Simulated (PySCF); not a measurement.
# Excited-state calculation, with input and output: C$_{2}$H$_{8}$GeO

System: C$_{2}$H$_{8}$GeO.
Method: TDDFT OPBE/Sadlej pVTZ, vertical, IEF-PCM chloroform (non-equilibrium linear response), core orbitals frozen in the response (PySCF 2.14.0).

The geometry comes from this level: GFN2-xTB. It belongs to a series of runs on one base structure; here: solvent chloroform; OPBE/Sadlej pVTZ; 6 states.

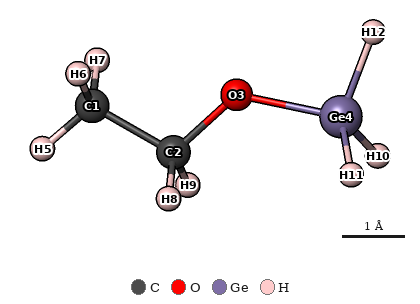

Fig. 1: The structure as given in the input (ball-and-stick view, seen at a tilt; atoms are numbered from 1 in the order of the input). Sticks mark near contacts. Bond lengths as drawn: C–C 1.52 Å, C–H 1.09 to 1.10 Å, C–O 1.41 Å, Ge–H 1.49 to 1.51 Å and Ge–O 1.74 Å.

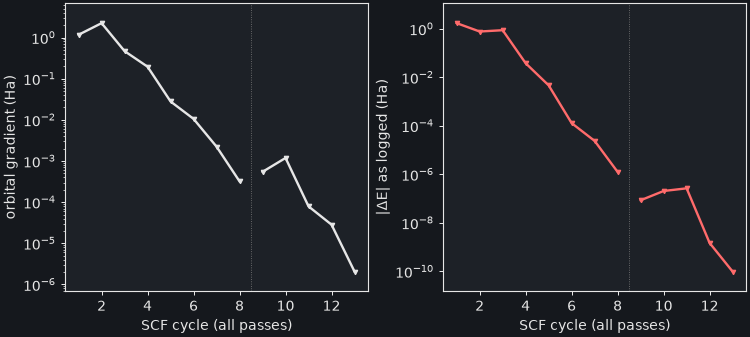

Fig. 2: Convergence of the self-consistent field: orbital gradient and size of the energy change against the SCF cycle. The dotted line marks the change from a coarse to the final integration grid. The first 8 cycles use a coarse grid, the final grid takes over at cycle 9, and the field converges after 13 cycles in all.

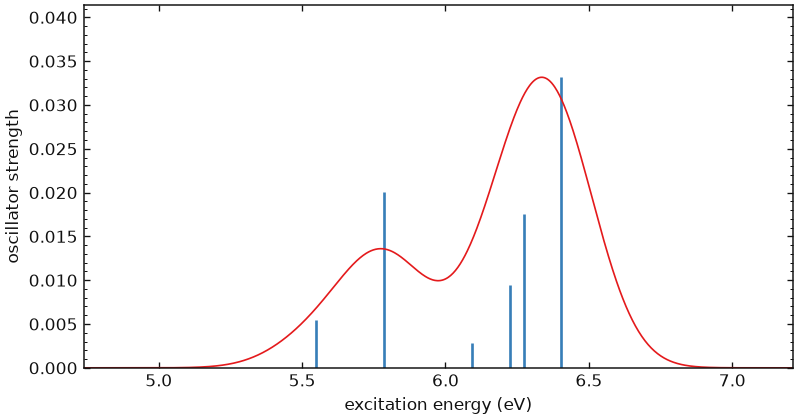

Fig. 3: Computed excitations as sticks (degenerate states added up, dark ones marked on the axis), with a Gaussian envelope of 0.35 eV full width at half maximum, scaled to the tallest. Of the 6 states the lowest lies at 5.55 eV (f = 0.005); the strongest line is at 6.40 eV, or 194 nm (f = 0.033).

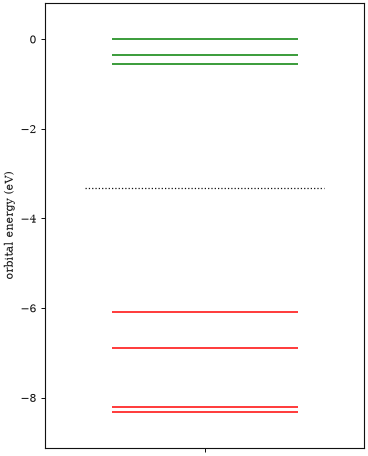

Fig. 4: Orbital energies near the frontier; the dotted line parts filled from empty levels, and levels within 0.02 eV of each other stand side by side. Highest filled −6.09 eV, lowest empty −0.55 eV, 5.54 eV apart.

The input and output of the run follow.

## The input
```
{"job": {"kind": "uv", "xc": "OPBE", "basis": "Sadlej pVTZ", "solvent": "chloroform", "nstates": 6, "ntriplets": 0, "tda": false}, "charge": 0, "multiplicity": 1}
C     -1.718289     0.712719     0.586580
C     -0.691853     0.030490    -0.303876
O      0.555461     0.034214     0.362945
Ge     2.053366    -0.625393    -0.230418
H     -2.688814     0.723736     0.097617
H     -1.797841     0.180872     1.531075
H     -1.407174     1.733753     0.791315
H     -1.005386    -0.999718    -0.516045
H     -0.612055     0.562947    -1.260345
H      2.453064     0.057398    -1.510825
H      1.909186    -2.102038    -0.484707
H      2.951533    -0.309665     0.910656
```

The first line tells a small driver script what to run in PySCF; the rest is the geometry in Å.

Launched with:
```bash
OMP_NUM_THREADS=1 python <driver script> task.json out
```

## The program's output
```
coarse grid: 42736 points
cycle   1  E = -2233.6248376589  dE = -1.707e+00  |g| = 1.167e+00  |ddm| = 1.496e+03
cycle   2  E = -2232.8538011730  dE =  7.710e-01  |g| = 2.233e+00  |ddm| = 4.240e+00
cycle   3  E = -2233.7277548945  dE = -8.740e-01  |g| = 4.666e-01  |ddm| = 2.739e+00
cycle   4  E = -2233.7656824696  dE = -3.793e-02  |g| = 1.953e-01  |ddm| = 7.725e-01
cycle   5  E = -2233.7703280723  dE = -4.646e-03  |g| = 2.791e-02  |ddm| = 3.409e-01
cycle   6  E = -2233.7704565549  dE = -1.285e-04  |g| = 1.054e-02  |ddm| = 5.824e-02
cycle   7  E = -2233.7704802945  dE = -2.374e-05  |g| = 2.231e-03  |ddm| = 2.493e-02
cycle   8  E = -2233.7704815406  dE = -1.246e-06  |g| = 3.198e-04  |ddm| = 5.291e-03
final grid: 89640 points
cycle   9  E = -2233.7705520759  dE = -8.506e-08  |g| = 5.457e-04  |ddm| = 2.213e-02
cycle  10  E = -2233.7705518711  dE =  2.047e-07  |g| = 1.185e-03  |ddm| = 2.125e-03
cycle  11  E = -2233.7705521346  dE = -2.635e-07  |g| = 7.896e-05  |ddm| = 1.260e-03
cycle  12  E = -2233.7705521361  dE = -1.470e-09  |g| = 2.837e-05  |ddm| = 1.757e-04
cycle  13  E = -2233.7705521362  dE = -9.732e-11  |g| = 2.058e-06  |ddm| = 5.008e-05
converged SCF energy = -2233.7705521362

Static polarisability (au): isotropic 76.597, principal 70.148 72.746 86.896

Singlet excitations
state   eV       nm        f      main configurations
  1   5.5497    223.4   0.00546   H->L 0.99
  2   5.7853    214.3   0.02002   H->L+1 0.99
  3   6.0907    203.6   0.00286   H->L+2 0.99
  4   6.2255    199.2   0.00940   H->L+3 1.00
  5   6.2737    197.6   0.01753   H->L+4 0.99
  6   6.4012    193.7   0.03316   H-1->L 0.98
```

## Key numbers

| quantity | value |
| --- | --- |
| outcome | converged |
| total energy | −2233.770552 hartree |
| HOMO | −6.09 eV |
| LUMO | −0.55 eV |
| dipole moment | 1.11 D |
| mean polarisability | 76.60 a.u. |
| lowest excitation | 5.55 eV |
| hardware | 1 CPU thread, shared host |
| wall time | 17 s |
| peak memory | 0.93 GiB |

Settings chosen away from the usual ones: solvent chloroform; OPBE/Sadlej pVTZ; 6 states. Spin–orbit coupling is left out, which matters for the heavy atoms.
